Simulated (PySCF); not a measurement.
**NMR shielding calculation of C$_{5}$H$_{17}$N$_{3}$Si**

- system: C$_{5}$H$_{17}$N$_{3}$Si
- method: GIAO HF/pcSseg-1 NMR shielding, non-relativistic, gas phase (PySCF 2.14.0)

The geometry comes from this level: PBE0-D3(BJ)/def2-SVP. It belongs to a series of runs on one base structure; here: H on C replaced by CH2NH2. Figures and captions count atoms from 1; the log counts them from 0 in places.

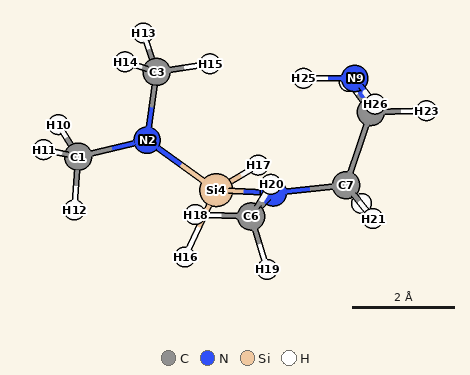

Fig. 1: The structure as given in the input (ball-and-stick view, seen at a tilt; atoms are numbered from 1 in the order of the input). Bond lengths as drawn: C–C 1.53 Å, C–H 1.10 to 1.11 Å, C–N 1.44 to 1.45 Å, H–N 1.02 Å, H–Si 1.50 Å and N–Si 1.73 Å.

**Summary**

```json
{"quantity": "outcome", "value": "converged"}
{"quantity": "total energy", "value": "−651.449877 hartree"}
{"quantity": "HOMO", "value": "−9.31 eV"}
{"quantity": "LUMO", "value": "4.03 eV"}
{"quantity": "dipole moment", "value": "1.43 D"}
{"quantity": "isotropic shielding, C", "value": "141.6 to 157.4 ppm"}
{"quantity": "isotropic shielding, N", "value": "240.6 to 262.5 ppm"}
{"quantity": "isotropic shielding, Si", "value": "417.5 ppm"}
{"quantity": "isotropic shielding, H", "value": "27.6 to 31.9 ppm"}
{"quantity": "hardware", "value": "1 CPU thread, shared host"}
{"quantity": "wall time", "value": "54 s"}
{"quantity": "peak memory", "value": "1.1 GiB"}
```

**The input**
```
{"job": {"kind": "nmr", "xc": "HF", "basis": "pcSseg-1", "pop": false}, "charge": 0, "multiplicity": 1}
C      3.230545    -0.015017    -0.884605
N      1.934350     0.138191    -0.279053
C      1.683985     1.445623     0.269577
Si     0.888231    -1.192886     0.093518
N     -0.753423    -0.767426    -0.267751
C     -1.104511    -0.339477    -1.601370
C     -1.855149    -1.063263     0.630416
C     -2.185278     0.082656     1.588924
N     -2.483377     1.367305     0.992988
H      4.060066     0.130493    -0.163468
H      3.379157     0.717121    -1.701590
H      3.338232    -1.021276    -1.315581
H      2.385708     1.708369     1.086754
H      1.774113     2.231336    -0.504733
H      0.662947     1.499233     0.676549
H      1.450045    -2.322202    -0.718404
H      0.839985    -1.605695     1.534836
H     -0.197303    -0.034173    -2.145867
H     -1.601247    -1.136490    -2.190387
H     -1.782706     0.531138    -1.588915
H     -2.748296    -1.317410     0.028873
H     -1.636013    -1.965045     1.229846
H     -3.033163    -0.221149     2.228485
H     -1.326949     0.215127     2.271277
H     -1.700331     1.669873     0.416605
H     -3.288393     1.299888     0.372558
```

The first line tells a small driver script what to run in PySCF; the rest is the geometry in Å.

Run as:
```bash
OMP_NUM_THREADS=1 python <driver script> task.json out
```

**What the program printed**
```
final grid: 192272 points
cycle   1  E = -651.3432291392  dE =  1.478e+00  |g| = 5.537e-01  |ddm| = 4.262e+00
cycle   2  E = -651.4402307022  dE = -9.700e-02  |g| = 1.752e-01  |ddm| = 6.188e-01
cycle   3  E = -651.4485755294  dE = -8.345e-03  |g| = 6.671e-02  |ddm| = 1.921e-01
cycle   4  E = -651.4498397704  dE = -1.264e-03  |g| = 9.789e-03  |ddm| = 7.566e-02
cycle   5  E = -651.4498721994  dE = -3.243e-05  |g| = 3.161e-03  |ddm| = 1.648e-02
cycle   6  E = -651.4498764583  dE = -4.259e-06  |g| = 9.521e-04  |ddm| = 5.524e-03
cycle   7  E = -651.4498769948  dE = -5.365e-07  |g| = 3.536e-04  |ddm| = 2.065e-03
cycle   8  E = -651.4498770929  dE = -9.811e-08  |g| = 1.105e-04  |ddm| = 1.001e-03
cycle   9  E = -651.4498771009  dE = -8.013e-09  |g| = 3.416e-05  |ddm| = 2.925e-04
cycle  10  E = -651.4498771015  dE = -5.386e-10  |g| = 8.519e-06  |ddm| = 6.656e-05
converged SCF energy = -651.4498771015

GIAO shielding tensors (ppm)
atom      isotropic    diamagn.    paramagn.     s11        s22        s33       span
  0 C      155.370     235.681     -80.311    135.601    140.981    189.529     53.928
  1 N      262.538     333.549     -71.011    229.609    267.624    290.381     60.771
  2 C      157.449     244.183     -86.734    137.332    146.736    188.280     50.948
  3 Si     417.510     880.181    -462.671    379.537    411.060    461.933     82.397
  4 N      258.557     334.386     -75.829    227.651    253.880    294.142     66.491
  5 C      156.013     242.441     -86.428    137.394    142.779    187.866     50.472
  6 C      141.580     239.051     -97.470    127.361    136.479    160.902     33.541
  7 C      145.825     240.776     -94.951    127.963    150.073    159.438     31.475
  8 N      240.561     319.151     -78.590    217.042    237.392    267.248     50.206
  9 H       29.473      26.895       2.578     24.423     26.719     37.276     12.853
 10 H       29.407      27.737       1.670     24.454     26.955     36.813     12.359
 11 H       28.955      28.235       0.720     23.826     27.566     35.473     11.647
 12 H       29.464      30.833      -1.369     25.062     26.395     36.936     11.874
 13 H       29.572      31.608      -2.036     25.897     26.421     36.399     10.502
 14 H       29.025      33.342      -4.316     22.479     29.725     34.872     12.393
 15 H       27.626      32.593      -4.967     23.496     26.696     32.686      9.190
 16 H       27.712      32.726      -5.014     23.736     26.912     32.487      8.752
 17 H       29.169      32.189      -3.020     23.574     29.231     34.702     11.128
 18 H       29.384      30.653      -1.268     24.512     26.325     37.316     12.803
 19 H       29.578      32.651      -3.074     23.944     29.300     35.489     11.545
 20 H       29.818      31.283      -1.465     24.834     29.056     35.565     10.731
 21 H       29.179      31.099      -1.919     23.773     28.532     35.233     11.460
 22 H       29.415      28.999       0.416     23.917     28.026     36.302     12.385
 23 H       29.273      30.435      -1.162     25.198     28.521     34.099      8.901
 24 H       30.575      35.652      -5.077     23.270     29.217     39.238     15.968
 25 H       31.870      31.582       0.288     26.055     27.814     41.742     15.687
```

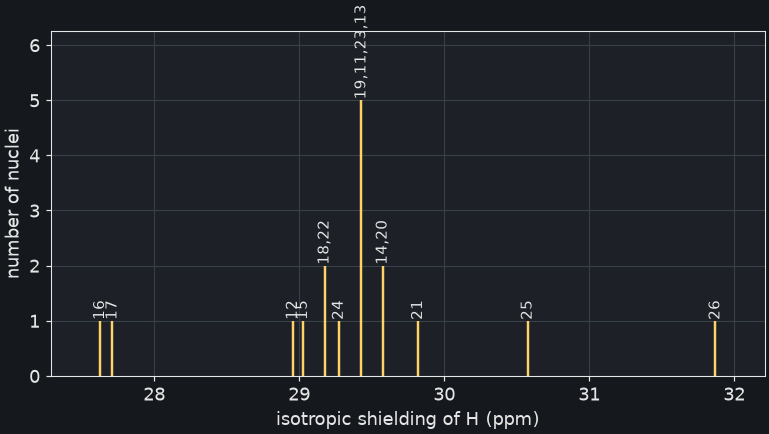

Fig. 2: Isotropic shieldings of the hydrogen nuclei in this fixed geometry, labelled by atom number; shielding grows to the right, so chemical shift grows to the left. The least shielded is H16 (27.6 ppm), the most shielded H26 (31.9 ppm).
